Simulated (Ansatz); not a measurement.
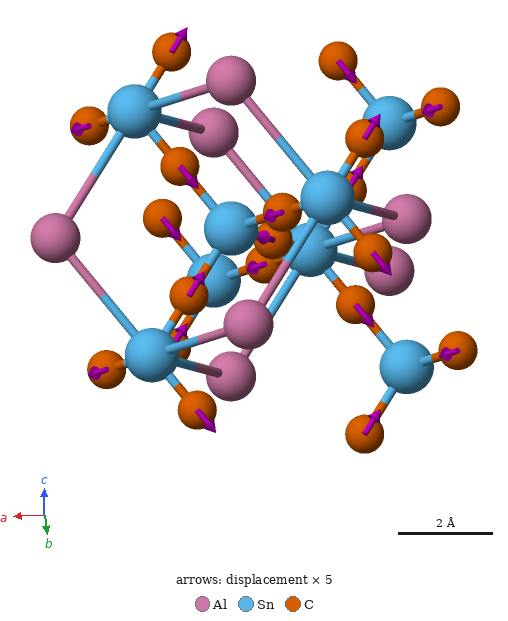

This is a relaxation of solid AlSn$_{2}$C$_{4}$ (a generated structure, set up in F-43m) (coarse preliminary run). The starting structure is drawn; purple arrows show the displacements (the part carried along by the change of the cell is left out), 5 times their true length.

Style: ball-and-stick. Shown: the atoms within 5.0 Å of the atom that moves most (axes of the conventional cell (4 times the calculation's cell)), from a free direction. Lengths and directions refer to the drawn axes.

These are results of Ansatz, DFT PBE, scalar-relativistic, plane waves, PAW, not measurements. Settings: plane-wave cutoff 420 eV; k-point mesh 4 × 4 × 4; occupations gaussian; smearing width 0.1 eV; no spin polarisation; cell and atoms relaxed; force threshold 0.04 eV/Å; at most 70 steps.

**Which element moves most?**

Carbon: up to 0.13 Å, against 0.00 Å for tin.

**What happened in the run?**

Over 8 accepted moves (10 points after the start) the energy falls by 4345 meV per atom. Largest force component: 10 eV/Å at the start, 0.00092 eV/Å at the end. Pressure: 136.35 GPa at the start and 0.07 GPa at the end. At 2 points the geometry stayed and the basis and grid were re-selected for the new cell (energy shift of 183 meV per atom at most each time). The largest moves relative to the cell, 0.13 Å, are those of C atoms. Sn and Al stay in place. The drawn cell changes as follows: a = b = c 7.555 → 9.613 Å (+27.2 %); the volume changes by +106.0 %. Near-neighbour distances that change, for instance: Al–Sn 3.271 → 4.162 Å, C–Sn 1.534 → 2.081 Å, C–Sn 1.737 → 2.081 Å. The space group stays F-43m (No. 216).
